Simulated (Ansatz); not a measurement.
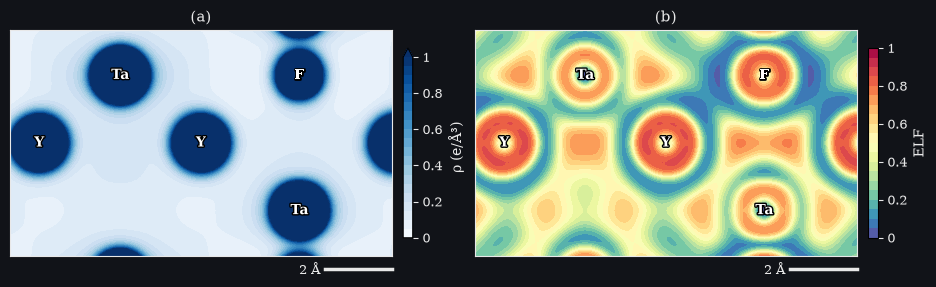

The picture shows: Y$_{2}$Ta$_{2}$F. (a) valence charge density (pseudo); (b) ELF on the (110) plane of the conventional cell.

Space group P-6m2; a structure generated by program, which may or may not match a known phase; the program warned that a starting moment wasn't kept; spin-polarised, but the moments vanished.

Computed with DFT PBE, scalar-relativistic, plane waves, PAW (Ansatz 0.2.0).

Core electrons are frozen (PAW), and the valence fields are smoothed inside the atomic spheres.

What does the map show?

Answer.
- The section cuts through Y, Ta and F sites.
- Y–F (3.58 Å): ρ at the midpoint is about 0.08 e/Å³; the ELF is about 0.15 at the midpoint (no localised pair shows between them).
- Between the atoms the lowest density in this plane is 0.05 e/Å³.
- The ELF has a maximum of about 0.75 in the space between the atoms, 2.1 Å from seven F, Ta and Y atoms, on no atom or two-centre bond.
- The features right at Y and Ta lie inside the PAW spheres, where the map follows smoothed inner orbitals and isn't to be read closely.
